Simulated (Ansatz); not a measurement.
The figure comes from a scan of AlFe (CsCl type): one Fe atom of a 2-atom cell moves by u along (1.00, 0.00, 0.00) and v along (0.00, 0.00, 1.00). These are PBE (plane waves to 420 eV, PAW, scalar-relativistic; Ansatz, a first-principles code) values and carry that method's errors. k mesh 13×13×13 (Γ-centred), Fermi-Dirac smearing 0.05 eV. Energies are smeared free energies. With partly filled bands, energies and forces of such displacements shift with the k mesh and the smearing. AlFe was relaxed with its symmetry unable to fall. Relaxed AlFe ends ferromagnetic. The magnetic order is the one the run started from; other orders were not tried. The zero of ΔE is the undisplaced structure. Axes are in Å.

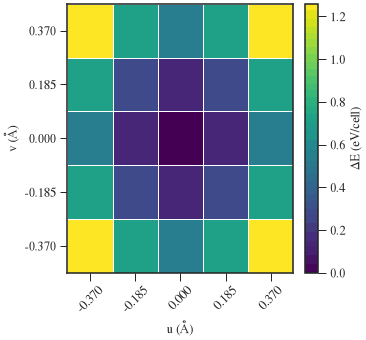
ΔE (eV/cell), one tile a computed point.

Q: Turn the plot into a table (rounded to what can be read).

A: To the nearest 0.2:

ΔE (eV/cell), with u across and v down:

```csv
v \ u,-0.370,-0.185,0.000,0.185,0.370
-0.370,1.2,0.8,0.6,0.8,1.2
-0.185,0.8,0.2,0.2,0.2,0.8
0.000,0.6,0.2,0.0,0.2,0.6
0.185,0.8,0.2,0.2,0.2,0.8
0.370,1.2,0.8,0.6,0.8,1.2
```

(For displaced atoms, the force is minus the slope of the energy, and its curvature is a force constant, which sets phonon frequencies.)
